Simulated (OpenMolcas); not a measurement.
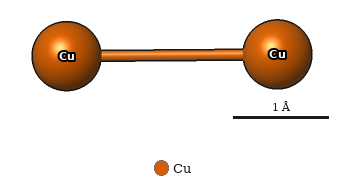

**Figure 1.** The structure as given in the input (ball-and-stick view, seen at a tilt). Sticks mark near contacts.

## Single-point calculation of Cu2

Cu2, multiplicity 3, computed with B3LYP/6-31G*, UKS (OpenMolcas 26.06).

The geometry is that of the parent species in another charge or spin state.

### Output
```
--- Start Module: gateway ---

                                              &GATEWAY

                       available to each process: 1.9 GB of memory, 1 thread

 Basis Set     1 Label: CU.6-31GS
 Basis set is read from library:.
 basistype.tbl is not found

++    Symmetry information:
      ---------------------

                    Character Table for C1

                             E
                    a        1  x, y, xy, Rz, z, xz, Ry, yz, Rx, I
--

++    Basis set information:
      ----------------------

      Basis set label: CU.6-31GS.........

      Electronic valence basis set:
      ------------------
      Associated Effective Charge  29.000000 au
      Associated Actual Charge     29.000000 au
      Nuclear Model: Point charge

      Shell  nPrim  nBasis  Cartesian Spherical Contaminant
         s      22       5        X
         p      16       4        X
         d       4       2                 X
         f       1       1                 X
--

++    Molecular structure info:
      -------------------------

                    ************************************************
                    **** Cartesian Coordinates / bohr, angstrom ****
                    ************************************************

     Center  Label                x              y              z                     x              y              z
        1      CU1              0.000000       0.000000       0.000000              0.000000       0.000000       0.000000
        2      CU2              0.000000       0.000000       4.194625              0.000000       0.000000       2.219700
--

            Nuclear Potential Energy            200.49467679 au

--- Stop Module: gateway /rc=_RC_ALL_IS_WELL_ ---

--- Start Module: seward ---

                                              &SEWARD

                       available to each process: 1.9 GB of memory, 1 thread

               SEWARD will generate:
                  Multipole Moment integrals up to order  2
                  Kinetic Energy integrals
                  Nuclear Attraction integrals (point charge)
                  One-Electron Hamiltonian integrals
                  Velocity integrals
                  Orbital angular momentum around (  0.0000   0.0000   2.0973 )
                  Velocity quadrupole around (  0.0000   0.0000   2.0973 )
                  Two-Electron Repulsion integrals

                   Integrals are discarded if absolute value <: 1.00E-14
                   Integral cutoff threshold is set to       <: 1.00E-16

            Nuclear Potential Energy            200.49467679 au

      Basis set specifications :
      Symmetry species         a
      Basis functions           68

--- Stop Module: seward /rc=_RC_ALL_IS_WELL_ ---
--- Module seward spent 1 second ---

--- Start Module: scf ---

                                                &SCF

                       available to each process: 1.9 GB of memory, 1 thread

++    Input section:
      --------------

      Header of the integral files:

      Cartesian coordinates in angstrom:
      -----------------------------------------------------
      No.  Label        X            Y            Z
      -----------------------------------------------------
       1   CU1        0.00000000   0.00000000   0.00000000
       2   CU2        0.00000000   0.00000000   2.21970000
      -----------------------------------------------------
      Nuclear repulsion energy =  200.49467679
--

++    Orbital specifications:
      -----------------------

      Symmetry species               1
                                     a
      Frozen orbitals                0
      Start temperature = 0.500
      End temperature   = 0.010
      Temperature Factor= 0.460
      Deleted orbitals               0
      Total number of orbitals      68
      Number of basis functions     68
--

      Molecular charge                           0.000

      Numerical integration parameters
      --------------------------------
      Radial quadrature type:                         MHL
      Size of radial grid:                            99
      Lebedev angular grid:                           41
      Angular grid pruned with the crowding factor:  1.00E+10
                                 and fading factor:  1.00E+01
      Screening threshold for integral computation:   1.00E-11
      Radial quadrature accuracy:                     1.00E-25
      Maximum batch size:                             128
      AO values are stored on disk
      The same grid will be used for all iterations.

      DFT functional specifications
      -----------------------------
      Using Libxc version: 6.2.2
      Please cite the following reference:
      S. Lehtola, C. Steigemann, M. J.T. Oliveira, and M. A.L. Marques.,  SoftwareX 7, 1–5 (2018) doi:10.1016/j.softx.2017.11.002

      * B3LYP

++    Optimization specifications:
      ----------------------------

      SCF Algorithm: Conventional USCF
      D(i)-D(i-1) density differences are used
      Number of density matrices in core                 5
      Maximum number of NDDO SCF iterations            400
      Maximum number of HF SCF iterations              400
      Threshold for SCF energy change             1.00E-10
      Threshold for density matrix                1.00E-07
      Threshold for Fock matrix                   1.00E-07
      Threshold for linear dependence             1.00E-09
      Threshold at which DIIS is turned on        1.50E-01
      Maximum depth in the DIIS procedure                5
      Maximum depth in the BFGS Hessian update          30
      Threshold at which QNR/C2DIIS is turned on  7.50E-02
      Threshold for Norm(delta) (QNR/C2DIIS)      1.00E-05
      All orbitals punched on: UHFORB
--

      Input vectors read from INPORB
      Orbital file label: *Guess orbitals

++ Convergence information
                               UHF B3LYP      iterations: Energy and convergence statistics

Iter     Tot. B3LYP      One-elec.       Two-elec.     Energy      Max Dij or  Max Fij      DNorm      TNorm      AccCon     Time
         Energy          Energy          Energy        Change      Delta Norm                                                in Sec.

 The total and one-electron energies are shifted by a value of      3000. a.u.

   1  -279.990088748 -2064.340930515  1583.856164979   0.00E+00    4.60E-01*   1.98E+00*    1.55E+01   3.76E+02   None         1.
   2  -276.259978524 -1982.039816749  1505.285161436   3.73E+00*   4.60E-01*   8.14E-14     6.12E+01   3.67E+02   EDIIS        0.
   3  -279.707153138 -2072.254079757  1592.052249830  -3.45E+00*   4.60E-01*   4.65E-14     5.84E+00   3.77E+02   EDIIS        0.
   4  -279.976990102 -2110.757000939  1630.285334049  -2.70E-01*   2.05E-01*   1.17E-01*    8.21E+00   3.81E+02   EDIIS        0.
   5  -280.150969915 -2061.682964427  1581.037317724  -1.74E-01*   9.59E-02*   5.85E-02*    4.78E+00   3.75E+02   EDIIS        0.
   6  -280.293283686 -2095.542059972  1614.754099498  -1.42E-01*   1.07E-01*   5.16E-02*    1.13E+00   3.79E+02   EDIIS        0.
   7  -280.286562710 -2068.940207535  1588.158968036   6.72E-03*   2.56E-02*   2.95E-02*    2.05E+00   3.76E+02   EDIIS        0.

       Fermi aufbau procedure completed!
      nOcc(alpha)=   30
      nOcc(beta) =   28

   8  -280.393137549 -2080.273890126  1599.386075789  -1.07E-01*   5.18E-02*   2.85E-02*    2.89E+00   3.78E+02   c2DIIS       0.
   9  -280.396193076 -2081.838138395  1600.947268530  -3.06E-03*   2.38E-02*   2.85E-03*    7.45E-01   3.78E+02   QNRc2DIIS    0.
  10  -280.396204254 -2082.436801250  1601.545920207  -1.12E-05*   1.22E-02*   3.42E-03*    6.85E-02   3.78E+02   QNRc2DIIS    0.
  11  -280.396258587 -2082.052153853  1601.161218478  -5.43E-05*   4.18E-03*   5.24E-04*    2.77E-02   3.78E+02   QNRc2DIIS    0.
  12  -280.396260168 -2082.066232161  1601.175295205  -1.58E-06*   1.82E-03*   2.41E-04*    6.68E-03   3.78E+02   QNRc2DIIS    0.
  13  -280.396260777 -2082.070680743  1601.179743178  -6.09E-07*   2.47E-04*   3.30E-05*    3.18E-03   3.78E+02   QNRc2DIIS    0.
  14  -280.396260782 -2082.070214727  1601.179277156  -5.47E-09*   1.64E-04*   5.80E-06*    4.54E-04   3.78E+02   QNRc2DIIS    0.
  15  -280.396260778 -2082.070265212  1601.179327645   3.71E-09*   1.36E-04*   3.67E-05*    2.41E-04   3.78E+02   QNRc2DIIS    0.
  16  -280.396260782 -2082.070293761  1601.179356190  -4.03E-09*   7.00E-06    6.16E-07*    2.03E-04   3.78E+02   QNRc2DIIS    0.
  17  -280.396260782 -2082.070280667  1601.179343096  -8.64E-12    1.78E-06    1.14E-07*    1.32E-05   3.78E+02   QNRc2DIIS    0.
  18  -280.396260782 -2082.070285029  1601.179347458  -2.27E-12    1.38E-07    8.12E-09     3.24E-06   3.78E+02   QNRc2DIIS    0.

       Convergence after  18 Iterations
--

 *****************************************************************************************************************************
 *                                             SCF/KS-DFT Program, Final results                                             *
 *                                                       Final Results                                                       *
 *****************************************************************************************************************************

::    Total KS-DFT energy                           -3280.3962607824
      One-electron energy                           -5082.0702850288
      Two-electron energy                            1601.1793474578
      Nuclear repulsion energy                        200.4946767885
      Kinetic energy (interpolated)                  3276.2849367536
      Virial theorem                                    1.0012548738
      Total spin, S(S+1)                                2.0174017272
      Total spin, S                                     1.0057894033
      Max non-diagonal density matrix element           0.0000000965
      Max non-diagonal Fock matrix element              0.0000000027

      All orbitals with orbital energies smaller than  E(LUMO)+0.5 are printed

++    Molecular orbitals:
      -------------------

      Title: UKS-DFT orbitals (alpha)

      Molecular orbitals for symmetry species 1: a

          Orbital            1         2         3         4         5         6         7         8         9        10
          Energy         -322.9946 -322.9946  -38.8304  -38.8303  -34.0535  -34.0535  -34.0274  -34.0274  -34.0274  -34.0274
          Occ. No.          1.0000    1.0000    1.0000    1.0000    1.0000    1.0000    1.0000    1.0000    1.0000    1.0000

          Orbital           11        12        13        14        15        16        17        18        19        20
          Energy           -4.3074   -4.3067   -2.8362   -2.8307   -2.7840   -2.7840   -2.7835   -2.7835   -0.3349   -0.2875
          Occ. No.          1.0000    1.0000    1.0000    1.0000    1.0000    1.0000    1.0000    1.0000    1.0000    1.0000

          Orbital           21        22        23        24        25        26        27        28        29        30
          Energy           -0.2846   -0.2846   -0.2612   -0.2612   -0.2532   -0.2503   -0.2503   -0.2474   -0.2474   -0.1536
          Occ. No.          1.0000    1.0000    1.0000    1.0000    1.0000    1.0000    1.0000    1.0000    1.0000    1.0000

          Orbital           31        32        33        34        35        36        37        38        39        40
          Energy           -0.0446   -0.0446   -0.0246    0.0311    0.0311    0.0822    0.1283    0.1885    0.1937    0.1937
          Occ. No.          0.0000    0.0000    0.0000    0.0000    0.0000    0.0000    0.0000    0.0000    0.0000    0.0000

          Orbital           41        42        43
          Energy            0.2148    0.2721    0.2721
          Occ. No.          0.0000    0.0000    0.0000

--

      All orbitals with orbital energies smaller than  E(LUMO)+0.5 are printed

++    Molecular orbitals:
      -------------------

      Title: UKS-DFT orbitals (beta)

      Molecular orbitals for symmetry species 1: a

          Orbital            1         2         3         4         5         6         7         8         9        10
          Energy         -322.9939 -322.9939  -38.8172  -38.8171  -34.0354  -34.0354  -34.0203  -34.0203  -34.0203  -34.0203
          Occ. No.          1.0000    1.0000    1.0000    1.0000    1.0000    1.0000    1.0000    1.0000    1.0000    1.0000

          Orbital           11        12        13        14        15        16        17        18        19        20
          Energy           -4.2786   -4.2778   -2.7848   -2.7782   -2.7651   -2.7651   -2.7645   -2.7645   -0.2732   -0.2732
          Occ. No.          1.0000    1.0000    1.0000    1.0000    1.0000    1.0000    1.0000    1.0000    1.0000    1.0000

          Orbital           21        22        23        24        25        26        27        28        29        30
          Energy           -0.2649   -0.2480   -0.2480   -0.2330   -0.2330   -0.2300   -0.2300   -0.1960   -0.1217   -0.0842
          Occ. No.          1.0000    1.0000    1.0000    1.0000    1.0000    1.0000    1.0000    1.0000    0.0000    0.0000

          Orbital           31        32        33        34        35        36        37        38        39        40
          Energy           -0.0386   -0.0386   -0.0021    0.0429    0.0429    0.0959    0.1354    0.1989    0.1989    0.2061
          Occ. No.          0.0000    0.0000    0.0000    0.0000    0.0000    0.0000    0.0000    0.0000    0.0000    0.0000

          Orbital           41        42        43
          Energy            0.2281    0.2840    0.2840
          Occ. No.          0.0000    0.0000    0.0000

--

++    Molecular charges:
      ------------------

      Mulliken charges per centre and basis function type
      ---------------------------------------------------

                            CU1                     CU2
                     alpha        beta       alpha        beta
      1s           3.8279      3.4770      3.8279      3.4770
      2px          2.0147      2.0153      2.0147      2.0153
      2pz          2.2057      2.0494      2.2057      2.0494
      2py          2.0147      2.0153      2.0147      2.0153
      3d2+         1.0000      1.0000      1.0000      1.0000
      3d1+         0.9851      0.9844      0.9851      0.9844
      3d0          0.9660      0.4731      0.9660      0.4731
      3d1-         0.9851      0.9844      0.9851      0.9844
      3d2-         1.0000      1.0000      1.0000      1.0000
      4f3+         0.0000      0.0000      0.0000      0.0000
      4f2+         0.0000      0.0000      0.0000      0.0000
      4f1+         0.0002      0.0003      0.0002      0.0003
      4f0          0.0004      0.0005      0.0004      0.0005
      4f1-         0.0002      0.0003      0.0002      0.0003
      4f2-         0.0000      0.0000      0.0000      0.0000
      4f3-         0.0000      0.0000      0.0000      0.0000
      Total       15.0000     14.0000     15.0000     14.0000
      Total             29.0000                 29.0000

      Charge           -0.0000                  0.0000

      Total electronic charge=   58.000000

      Total            charge=   -0.000000
--

++    Molecular orbitals:
      -------------------

      Title: Natural orbitals

      Molecular orbitals for symmetry species 1: a

          Orbital            1         2         3         4         5         6         7         8         9        10
          Energy         -322.9942 -322.9942  -38.6314  -38.5922  -34.0205  -34.0305  -34.0148  -34.0143  -34.0185  -34.0184
          Occ. No.          2.0000    2.0000    2.0000    2.0000    2.0000    2.0000    2.0000    2.0000    2.0000    2.0000

          Orbital           11        12        13        14        15        16        17        18        19        20
          Energy           -2.7827   -2.7832   -2.7795   -2.7794   -0.2387   -0.2387   -0.2416   -0.2416   -4.4984   -4.4527
          Occ. No.          2.0000    2.0000    2.0000    2.0000    2.0000    2.0000    2.0000    2.0000    2.0000    2.0000

          Orbital           21        22        23        24        25        26        27        28        29        30
          Energy           -2.8476   -2.8603   -0.2550   -0.2550   -0.2794   -0.2794   -0.2350   -0.2906   -0.2012   -0.1208
          Occ. No.          2.0000    2.0000    2.0000    2.0000    1.9999    1.9999    1.9975    1.9941    1.0000    1.0000

          Orbital           31        32        33        34        35        36        37        38        39        40
          Energy            0.1178    0.1594    0.0621    0.0621    0.2300    0.2300    2.1921    2.2002    1.8851    1.6903
          Occ. No.          0.0059    0.0025    0.0001    0.0001    0.0000    0.0000    0.0000    0.0000    0.0000    0.0000

          Orbital           41        42        43        44        45        46        47        48        49        50
          Energy            2.1273    2.1273    2.2141    2.2141    2.0101    2.0101    2.4995    2.4995    1.2882    0.2275
          Occ. No.          0.0000    0.0000    0.0000    0.0000    0.0000    0.0000    0.0000    0.0000    0.0000    0.0000

          Orbital           51        52        53        54        55        56        57        58        59        60
          Energy            0.2296    0.8522    0.8522    0.6811    0.6811    0.3076    1.5241    2.2185    2.3318    2.3892
          Occ. No.          0.0000    0.0000    0.0000    0.0000    0.0000    0.0000    0.0000    0.0000    0.0000    0.0000

          Orbital           61        62
          Energy            2.4035    2.4042
          Occ. No.          0.0000    0.0000

--

++    Molecular properties:
      ---------------------

      Charge (e):
                      =   -0.0000
      Dipole Moment (debye):
      Origin of the operator (angstrom)=    0.0000    0.0000    1.1099
                   X=  1.4078E-14               Y=  1.4409E-14               Z= -1.8268E-11           Total=  1.8268E-11
      Quadrupole Moment (debye*angstrom):
      Origin of the operator (angstrom)=    0.0000    0.0000    1.1099
                  XX= -2.8728E+01              XY= -8.9525E-14              XZ=  1.2216E-14              YY= -2.8728E+01
                  YZ= -3.5383E-15              ZZ= -3.0819E+01
      In traceless form (debye*angstrom)
                  XX=  1.0459E+00              XY= -1.3429E-13              XZ=  1.8324E-14              YY=  1.0459E+00
                  YZ= -5.3074E-15              ZZ= -2.0917E+00
--

--- Stop Module: scf /rc=_RC_ALL_IS_WELL_ ---
--- Module scf spent 10 seconds ---

.##################.
.# Happy landing! #.
.##################.

    Timing: Wall=12.05 User=10.54 System=1.50
```

This output came from the following input.

### Input
```
&gateway
 baslib=$CurrDir
 coord
 2
 angstrom
 Cu       0.000000       0.000000       0.000000
 Cu       0.000000       0.000000       2.219700
 basis=6-31Gs
 group=NoSym

&seward
 gridinput
 Grid=UltraFine
 End of Grid

&scf
 uhf
 spin=3
 ksdft=B3LYP
 thresholds=1e-10 1e-07 1e-07 1e-05
 prorbitals=1 1
```

Command:
```bash
export MOLCAS_MEM=1860
pymolcas mol.input > mol.log
```

### Summary

- outcome: converged
- total energy: −3280.396261 hartree
- basis functions: 68
- ⟨S²⟩: 2.017
- dipole moment: 0.00 debye
- hardware: 1 thread of Arm Neoverse V1, 24 GiB of memory available, shared host
- wall time: 12 s
- peak memory: 0.41 GiB
